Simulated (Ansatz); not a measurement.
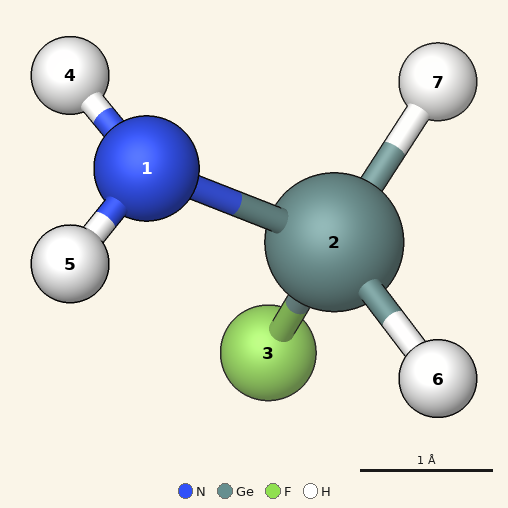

(Drawn from a calculation with Ansatz.)

The view is orthographic, and the bar gives the scale. Charge +1, doublet. Geometry: the geometry of the neutral molecule.

Give an XYZ file in the frame of the picture: x to the right, y up, z towards the viewer, origin at the mean of the atomic positions.

```xyz
7
FGeH4N
N   -0.80   0.42   0.72
Ge   0.62  -0.14  -0.25
F    0.12  -0.98  -1.70
H   -1.38   1.12   0.29
H   -1.38  -0.31   1.12
H    1.41  -1.18   0.56
H    1.41   1.07  -0.74
```
